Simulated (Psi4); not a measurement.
# DSD-PBEP86/cc-pVDZ (density fitting for correlation) run of Si2H6O (disiloxane)

Aim: the energy change on altering one bond length of Si2H6O (disiloxane) at DSD-PBEP86/cc-pVDZ (density fitting for correlation), from 2 runs. 

Program for the calculation: Psi4 1.11.

2 further runs of the same task are left out: 1 that didn't finish, 1 set aside as unsound or not needed.

### Step 1. The system as given

Si2H6O has 9 atoms, charge 0, and is taken as a singlet. SMILES: `[SiH3]O[SiH3]`. The coordinates come from a PBE0-D4/def2-TZVP relaxation.

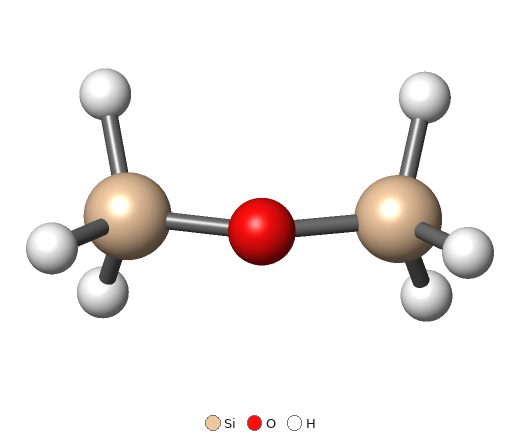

Viewed from a chosen angle; silicon light orange, oxygen red, hydrogen white.

### Step 2. A single-point energy at DSD-PBEP86/cc-pVDZ (density fitting for correlation)

job.py reads:

```python
import psi4

psi4.set_memory(2200000000)
psi4.set_num_threads(1)
psi4.core.set_output_file('psi4.out', False)

m = psi4.geometry("""
0 1
Si    -1.34225357     1.98923910    -1.73764097
O      0.80417295     0.17194618    -0.46370100
Si     1.46561489    -1.96306640     1.66626601
H     -3.37745081     0.42817415    -2.88307956
H     -0.11459299     3.53836099    -3.72317621
H     -2.46830357     3.67128433     0.21038321
H      4.20326113    -2.53814785     1.51179980
H     -0.01759335    -4.30026077     1.18822199
H      0.84714532    -0.99752973     4.23092672
units au
symmetry c1
""")

psi4.set_options({
    'basis': 'cc-pVDZ',
    'puream': True,
    'e_convergence': 1e-09,
    'd_convergence': 1e-08,
    'scf_type': 'pk',
    'dft_radial_points': 99,
    'dft_spherical_points': 590,
    'num_frozen_docc': 11,
})

e = psi4.energy('dsd-pbep86', molecule=m)
print(f'dsd-pbep86 energy: {e:.10f} Eh')
```

On the command line:

```sh
python job.py
```

psi4.out (excerpt; [...] marks lines left out):

```text
[...]
  Running in c1 symmetry.
[...]
  Nuclear repulsion =  159.419028903609188
[...]
  Multiplicity = 1
[...]
  Nalpha       = 21
  Nbeta        = 21
[...]
    Number of basis functions: 80
[...]
   @RKS iter   1:  -656.83209794371169   -6.35401e-01   5.69181e-03 ADIIS/DIIS
[...]
   @RKS iter   9:  -656.92062103289970   -1.94404e-11   6.80093e-09 DIIS
[...]
    Orbital Energies [Eh]
    ---------------------
    Doubly Occupied:
       1A    -67.884996     2A    -67.884996     3A    -20.064631
       4A     -5.867802     5A     -5.867774     6A     -4.059475
       7A     -4.059464     8A     -4.057231     9A     -4.057227
      10A     -4.057224    11A     -4.057220    12A     -1.230582
      13A     -0.734024    14A     -0.628559    15A     -0.540830
      16A     -0.530008    17A     -0.529530    18A     -0.440588
      19A     -0.440236    20A     -0.403967    21A     -0.400113
[...]
  @RKS Final Energy:  -656.92062103289970
   => Energetics <=
    Nuclear Repulsion Energy =            159.4190289036091883
    One-Electron Energy =               -1226.4406826967051529
    Two-Electron Energy =                 425.0796415285746548
    DFT Exchange-Correlation Energy =     -14.9786087683784164
    Empirical Dispersion Energy =           0.0000000000000000
    VV10 Nonlocal Energy =                  0.0000000000000000
    Total Energy =                       -656.9206210328997031
[...]
 Multipole Moments:
 ------------------------------------------------------------------------------------
     Multipole            Electronic (a.u.)      Nuclear  (a.u.)        Total (a.u.)
 ------------------------------------------------------------------------------------
 L = 1.  Multiply by 2.5417464519 to convert [e a0] to [Debye]
 Dipole X            :          0.9081921           -1.0486308           -0.1404387
 Dipole Y            :          0.1942102           -0.2239048           -0.0296946
 Dipole Z            :         -0.5236946            0.6050292            0.0813346
 Magnitude           :                                                    0.1649852
[...]
```

On the terminal:

```text
dsd-pbep86 energy: -657.1297985263 Eh
```

Wall time 33 s (1 thread of Intel Xeon at 2.50GHz (Skylake/Cascade Lake), shared host); peak memory 1.4 GiB.

### Step 3. The distorted shape, same level

calc.inp reads:

```
memory 2200 MB

molecule molecule1 {
  0 1
  Si
  O 1 r2
  Si 2 r3 1 a3
  H 1 r4 2 a4 3 d4
  H 1 r5 4 a5 2 d5
  H 1 r6 5 a6 4 d6
  H 3 r7 2 a7 1 d7
  H 3 r8 7 a8 2 d8
  H 3 r9 7 a9 8 d9

  r2 = 1.8789
  r3 = 1.633825
  a3 = 147.20399
  r4 = 1.486506
  a4 = 110.17127
  d4 = -62.13547
  r5 = 1.482573
  a5 = 109.61905
  d5 = 119.02727
  r6 = 1.486608
  a6 = 109.63374
  d6 = -119.57661
  r7 = 1.482573
  a7 = 108.25491
  d7 = -177.98106
  r8 = 1.486499
  a8 = 109.61973
  d8 = 120.20271
  r9 = 1.486625
  a9 = 109.63335
  d9 = 119.57622
  symmetry c1
}

set globals {
  basis                cc-pVDZ
  puream               true
  e_convergence        1e-09
  d_convergence        1e-08
  scf_type             pk
  dft_radial_points    99
  dft_spherical_points 590
  num_frozen_docc      11
}

energy("dsd-pbep86")
```

On the command line:

```sh
psi4 -i calc.inp -o calc.out -n 1
```

calc.out (excerpt; [...] marks lines left out):

```text
[...]
  Running in c1 symmetry.
[...]
  Nuclear repulsion =  151.324135108828528
[...]
  Multiplicity = 1
[...]
  Nalpha       = 21
  Nbeta        = 21
[...]
    Number of basis functions: 80
[...]
   @RKS iter   1:  -656.80719163683364   -8.66934e-01   5.80674e-03 ADIIS/DIIS
[...]
   @RKS iter  10:  -656.90194258767053   -7.50333e-12   4.04562e-09 DIIS
[...]
    Orbital Energies [Eh]
    ---------------------
    Doubly Occupied:
       1A    -67.914122     2A    -67.869557     3A    -20.050294
       4A     -5.891913     5A     -5.851969     6A     -4.082648
       7A     -4.081759     8A     -4.081751     9A     -4.043479
      10A     -4.041541    11A     -4.041525    12A     -1.175538
      13A     -0.703239    14A     -0.632284    15A     -0.515374
      16A     -0.496898    17A     -0.496818    18A     -0.449183
      19A     -0.448540    20A     -0.391913    21A     -0.387507
[...]
  @RKS Final Energy:  -656.90194258767053
   => Energetics <=
    Nuclear Repulsion Energy =            151.3241351088285285
    One-Electron Energy =               -1210.5274362744075916
    Two-Electron Energy =                 417.2554678764154801
    DFT Exchange-Correlation Energy =     -14.9541092985070616
    Empirical Dispersion Energy =           0.0000000000000000
    VV10 Nonlocal Energy =                  0.0000000000000000
    Total Energy =                       -656.9019425876706464
[...]
 Multipole Moments:
 ------------------------------------------------------------------------------------
     Multipole            Electronic (a.u.)      Nuclear  (a.u.)        Total (a.u.)
 ------------------------------------------------------------------------------------
 L = 1.  Multiply by 2.5417464519 to convert [e a0] to [Debye]
 Dipole X            :          0.0001358           -0.0006819           -0.0005461
 Dipole Y            :          1.0987195           -1.1811055           -0.0823859
 Dipole Z            :         -0.1666990           -0.4895469           -0.6562459
 Magnitude           :                                                    0.6613973
[...]
```

It took 35 s on 1 thread of Intel Xeon at 2.50GHz (Skylake/Cascade Lake), shared host; peak memory 1.4 GiB.

### Step 4. Outcome

At DSD-PBEP86/cc-pVDZ (density fitting for correlation), 11 core orbitals frozen:

| quantity | value |
| --- | --- |
| first shape: total energy | -657.12980 Eh |
| first shape: HOMO energy (SCF part's orbitals) | -10.89 eV |
| first shape: LUMO energy (SCF part's orbitals) | 2.23 eV |
| first shape: HOMO–LUMO gap (SCF part's orbitals) | 13.12 eV |
| distorted shape: total energy | -657.11471 Eh |
| distorted shape: HOMO energy (SCF part's orbitals) | -10.54 eV |
| distorted shape: LUMO energy (SCF part's orbitals) | 1.76 eV |
| distorted shape: HOMO–LUMO gap (SCF part's orbitals) | 12.31 eV |
| energy change with the Si1–O2 bond stretched from 1.634 to 1.879 Å | 0.411 eV |

**Reading.** With the Si1–O2 bond stretched from 1.634 to 1.879 Å the energy rises by 0.41 eV (9.5 kcal/mol). The first shape isn't relaxed at this level, so the change isn't measured from a minimum.
